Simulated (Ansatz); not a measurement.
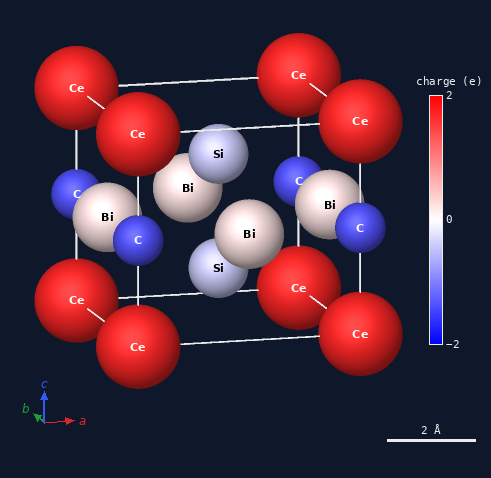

Drawn in the spheres-only manner and seen slightly off an axis. The simulation cell is outlined; an atom on or near a face, edge or corner is repeated at each equivalent position. The atoms of this CeSi2Bi2C cell are coloured by their Bader charge.

Theory: DFT, PAW plane waves, r2SCAN (Ansatz). Numerical settings: a cutoff energy of 500 eV, a 5×5×4 grid in reciprocal space, Fermi-Dirac smearing of 0.1 eV, no spin polarisation (a spin-restricted run, not always the ground state).

**Which atoms are positive and which negative?**

Most positive: Ce; most negative: C. Charges: about Ce +1.7 e; Si -0.4 e; Bi +0.2 e; C -1.3 e.

Starting structure: a generated cell, made by putting these elements into a known structure type (the compound may or may not exist in this form). What is shown is the relaxed result from DFT, PAW plane waves, r2SCAN (Ansatz).
